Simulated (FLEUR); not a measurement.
**MnO (Manganosite): exchange couplings by hand from total energies**

Aim: get Heisenberg couplings of MnO (Manganosite) from the energies of collinear orders, with pencil and paper, and test them on an order left out of the fit.

Method: PBEsol; all-electron FLAPW, Dirac cores, scalar-relativistic bands, in FLEUR MaX-R8.1.

### 1. The starting structure

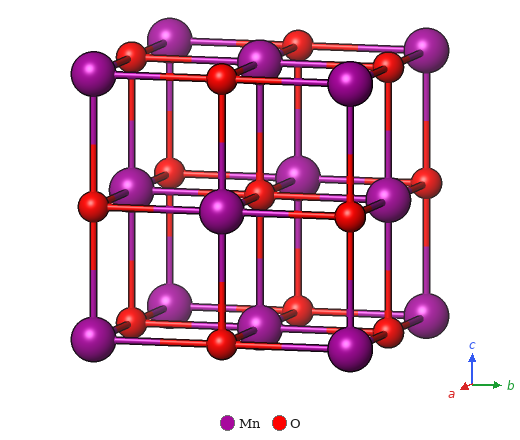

The cell as given, slightly off an axis (manganese purple, oxygen red). This picture shows the conventional cell, with its axes. Some periodic images of atoms are drawn too.

As a file:

```cif
data_structure
_symmetry_space_group_name_H-M 'Fm-3m'
_symmetry_Int_Tables_number 225
_cell_length_a 4.4460
_cell_length_b 4.4460
_cell_length_c 4.4460
_cell_angle_alpha 90.000
_cell_angle_beta 90.000
_cell_angle_gamma 90.000
_cell_volume 87.88
loop_
_atom_site_label
_atom_site_type_symbol
_atom_site_symmetry_multiplicity
_atom_site_Wyckoff_symbol
_atom_site_fract_x
_atom_site_fract_y
_atom_site_fract_z
_atom_site_occupancy
Mn1 Mn 4 a 0.00000 0.00000 0.00000 1
O1 O 4 b 0.50000 0.00000 0.00000 1
```

### 2. The parallel order

All energies count from this run.

inpgen writes inp.xml from crystal.txt; cutoffs, mixing, functional, smearing and local orbitals are then set in the file. The k list default-1 (kpts.xml, not shown) is a Γ-centred 8×8×8 mesh; where the ranks do not divide the number of points, some are split in two of half the weight.

The input, inp.xml:

```
<?xml version="1.0" encoding="UTF-8" standalone="no"?>
<fleurInput fleurInputVersion="0.39">
   <comment>
      MnO
   </comment>
   <calculationSetup>
      <cutoffs Kmax="4.05" Gmax="12.1" GmaxXC="12.1" numbands="0"/>
      <scfLoop itmax="130" minDistance="0.00002" maxIterBroyd="15" imix="Anderson" alpha="0.05" precondParam="0.0" spinf="2.0" sdNocoIR="T"/>
      <coreElectrons ctail="T" frcor="F" kcrel="0" coretail_lmax="0"/>
      <xcFunctional name="PBEs" relativisticCorrections="F"/>
      <magnetism jspins="2"/>
      <soc l_soc="F" theta="0.0" phi="0.0" spav="F"/>
      <expertModes spex="0" secvar="F"/>
      <geometryOptimization l_f="F" forcealpha="1.0" forcemix="BFGS" epsdisp="0.00001" epsforce="0.00001"/>
      <ldaU l_linMix="F" mixParam="0.05" spinf="1.0"/>
   </calculationSetup>
   <cell>
      <bzIntegration valenceElectrons="21.0" mode="hist" fermiSmearingEnergy="0.00110248">
         <kPointListSelection listName="default-1"/>
         <xi:include xmlns:xi="http://www.w3.org/2001/XInclude" href="kpts.xml"> </xi:include>
      </bzIntegration>
      <xi:include xmlns:xi="http://www.w3.org/2001/XInclude" href="sym.xml"> </xi:include>
      <bulkLattice scale="1.0">
         <bravaisMatrix>
            <row-1>    0.0000000000000000     4.2008611749857998     4.2008611749857998</row-1>
            <row-2>    4.2008611749857998     0.0000000000000000     4.2008611749857998</row-2>
            <row-3>    4.2008611749857998     4.2008611749857998     0.0000000000000000</row-3>
         </bravaisMatrix>
      </bulkLattice>
   </cell>
   <atomSpecies>
      <species name="Manganese 4.500" element="Mn" atomicNumber="25">
         <mtSphere radius="2.62" gridPoints="867" logIncrement="0.014"/>
         <atomicCutoffs lmax="10" lnonsphr="8"/>
         <electronConfig flipSpins="F">
            <coreConfig>(1s1/2) (2s1/2) (2p1/2) (2p3/2)</coreConfig>
            <valenceConfig>(3s1/2) (3p1/2) (3p3/2) (4s1/2) (3d3/2) (3d5/2)</valenceConfig>
            <stateOccupation state="(3d3/2)" spinUp="1.75" spinDown="0.25"/>
            <stateOccupation state="(3d5/2)" spinUp="3.0" spinDown="0.0"/>
         </electronConfig>
         <energyParameters s="4" p="4" d="3" f="4"/>
         <lo type="SCLO" l="0" n="3" eDeriv="0"/>
         <lo type="SCLO" l="1" n="3" eDeriv="0"/>
      </species>
      <species name="Oxygen (O)" element="O" atomicNumber="8">
         <mtSphere radius="1.48" gridPoints="489" logIncrement="0.022"/>
         <atomicCutoffs lmax="6" lnonsphr="4"/>
         <electronConfig flipSpins="F">
            <coreConfig>(1s1/2)</coreConfig>
            <valenceConfig>(2s1/2) (2p1/2) (2p3/2)</valenceConfig>
            <stateOccupation state="(2p1/2)" spinUp="0.666667" spinDown="0.666667"/>
            <stateOccupation state="(2p3/2)" spinUp="1.333333" spinDown="1.333333"/>
         </electronConfig>
         <energyParameters s="2" p="2" d="3" f="4"/>
      </species>
   </atomSpecies>
   <atomGroups>
      <atomGroup species="Manganese 4.500">
         <relPos label="                   1">.0000000000 .0000000000 .0000000000</relPos>
         <force calculate="T" relaxXYZ="TTT"/>
      </atomGroup>
      <atomGroup species="Oxygen (O)">
         <relPos label="                   2">1.000/2.000 1.000/2.000 1.000/2.000</relPos>
         <force calculate="T" relaxXYZ="TTT"/>
      </atomGroup>
   </atomGroups>
   <output dos="F" band="F" slice="F">
      <bandDOS minEnergy="-.5*Htr" maxEnergy="0.5*Htr" sigma="0.015" storeEVData="T"/>
      <plotting iplot="0" polar="F">
         <plot TwoD="T" vec1="  1.0  0.0  0.0" vec2="  0.0  1.0  0.0" vec3="  0.0  0.0  1.0" zero="  0.0  0.0  0.0" file="plot"/>
      </plotting>
      <moessbauerParams electricFieldGradient="F" isomerShift="F" coreHyperfine="F" valenceHyperfine="F"/>
   </output>
</fleurInput>
```

The input, crystal.txt:

```
MnO
&input film=F cartesian=F /
0.00000000000  2.22300000000  2.22300000000
2.22300000000  0.00000000000  2.22300000000
2.22300000000  2.22300000000  0.00000000000
1.8897261246
1.0 1.0 1.0

2
25 0.00000000000  0.00000000000  0.00000000000 : 4.500
8 0.50000000000  0.50000000000  0.50000000000

&kpt div1=8 div2=8 div3=8 gamma=T /
```

Run with:

```bash
> OMP_NUM_THREADS=1 inpgen -f crystal.txt > inpgen.log  # inp.xml is then edited as shown
> OMP_NUM_THREADS=1 mpirun -n 4 fleur_MPI > fleur.log
```

Log:

```text
Welcome to FLEUR        (www.flapw.de)
      MaX-Release 8.1          (www.max-centre.eu)

 ========== k-point set info ==========
 Selected k-point list: default-1
 k-point list type: mesh
 0 x 0 x 0
 Number of k points: 32

 [... set-up left out ...]
 Iteration:     1   Distance:      19.75137416 me/bohr^3
 Iteration:     2   Distance:      16.64466263 me/bohr^3
 Iteration:     3   Distance:       8.03002051 me/bohr^3
 Iteration:     4   Distance:       7.15101199 me/bohr^3
 Iteration:     5   Distance:       3.02044464 me/bohr^3
[...]
<sumOfEigenvalues value="     -708.8484745385">
               <coreElectrons value="-696.1871040126"/>
               <valenceElectrons value="-12.6613705259"/>
            </sumOfEigenvalues>
         [... left out ...]
            <freeEnergy value="-1232.5626798510"/>
            <extrapolationTo0K value="-1232.5626103260"/>
         </totalEnergy>
         <densityConvergence units="me/bohr^3">
            <chargeDensity spin="1" distance="0.0000061558"/>
            <chargeDensity spin="2" distance="0.0000113501"/>
            <overallChargeDensity distance="0.0000122974"/>
            <spinDensity distance="0.0000134985"/>
         </densityConvergence>
      </iteration>
```

Elapsed: 13 s, on 4 MPI ranks of Intel Xeon Platinum 8488C (Sapphire Rapids), shared host; peak memory 0.26 GiB.

Spin moment in the muffin-tin sphere by atom:

| atom | spin moment in the muffin-tin sphere (μB) |
| --- | --- |
| Mn1 | 4.45 |
| O2 | 0.20 |

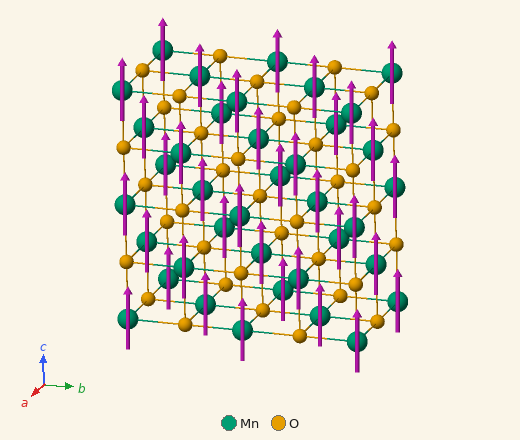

Spin moment in the muffin-tin sphere as arrows, the longest 4.45 μB. Up and down stand for the sign. Arrows give size and sign along the axis of quantisation, drawn up and down the page. 1×2×2 conventional cells are drawn. Some periodic images of atoms are drawn too.

This step gave:

* free energy: -33539.7392 eV
* program's band gap on this mesh (in a metal only a level spacing): 0.01539 eV
* magnetization: 4.775 μB
* final state: ferromagnetic

After 21 cycles the largest moment stands at 4.45 μB.

### 3. The orders used for the fit

The other orders were run with the same settings, on meshes that hold the same points. Free energies are divided by the number of Mn atoms; q is in fractions of the reciprocal vectors of the first run's cell.

| order | atoms | mesh | free energy (eV) | eV per Mn | largest moment (μB) |
| --- | --- | --- | --- | --- | --- |
| F + | 2 | 8×8×8 | -33539.7392 | -33539.7392 | 4.45 |
| AF q=(0,1/2,1/2) +- | 4 | 8×4×8 | -67079.6216 | -33539.8108 | 4.47 |

### 4. Counting neighbours

With E = −Σ J e_i·e_j over ordered pairs of unit vectors, turning a neighbour from parallel to opposed costs 2J a Mn atom. So an order lies 2 Σ n J over the parallel one, n being the opposed neighbours in each shell.

| shell | distance (Å) | neighbours | opposed in AF q=(0,1/2,1/2) +- | opposed in AF q=(0,0,1/2) +- |
| --- | --- | --- | --- | --- |
| J1 | 3.14 | 12 | 8 | 6 |
| J2 | 4.45 | 6 | 0 | 6 |

Only J1 is kept.

### 5. Solving

```
2 × 8 × J1 = -71.6 meV    (AF q=(0,1/2,1/2) +-)
J1 = -4.47 meV
```

### 6. The test

The couplings now give the orders that were left out:

```
2 × 6 × (-4.47) = -53.6 meV    (AF q=(0,0,1/2) +-)
```

The runs themselves:

| order | atoms | mesh | free energy (eV) | eV per Mn | largest moment (μB) | over the parallel order (meV) | foretold (meV) |
| --- | --- | --- | --- | --- | --- | --- | --- |
| AF q=(0,0,1/2) +- | 4 | 8×8×4 | -67079.7569 | -33539.8784 | 4.42 | -139.3 | -53.6 |

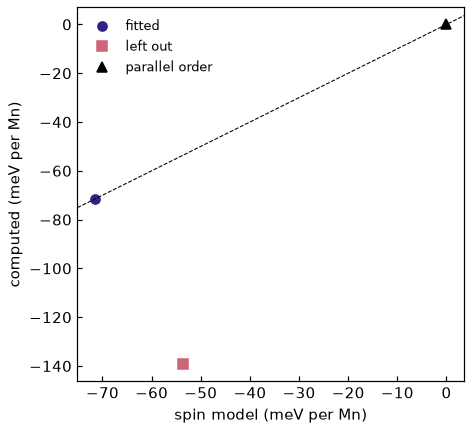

Computed energies of the orders against the model; the dashed line marks agreement.

### 7. One more shell

One try is to add the next shell, though changing moments can also cause the miss. Both differences then fix both couplings, and no order is left for a test.

```
2 × 8 × J1 = -71.6 meV    (AF q=(0,1/2,1/2) +-)
2 × 6 × J1 + 2 × 6 × J2 = -139.3 meV    (AF q=(0,0,1/2) +-)
J1 = -4.47 meV
J2 = -7.13 meV
```

### 8. Results

- effective coupling of the reversed pairs, counted on J1 (Mn–Mn at 3.14 Å): -4.47 meV
- largest miss on the orders left out: 86 meV
- J1 with two shells: -4.47 meV
- J2 with two shells: -7.13 meV

The model misses the order left out by 86 meV, 61 % of the largest distance from the parallel order, so it fails: these couplings alone don't describe the crystal. With the next shell added the couplings are J1 = -4.47 and J2 = -7.13 meV, untested. The largest moments of the orders differ by 1.2 % of the greatest. One difference fixes one number: it sums all reversed shells and need not be the coupling of the nearest one, even in sign.

[Logs and program files are shortened in this print: banners, set-up blocks, solver, clock and traceback lines can be left out without a mark of their own.]

[Logs are printed without paths, hosts, clocks, repeated set-up lines and the standing remarks that a program may print on its own settings, such as how far it seeks lower states.]

[Hosts, paths, dates, database ids (printed as entryN), source tags and the programs' standing remarks are cut or masked in the printed files.]

[Where a cell is said to come from a database of computed structures, the database is the Materials Project.]
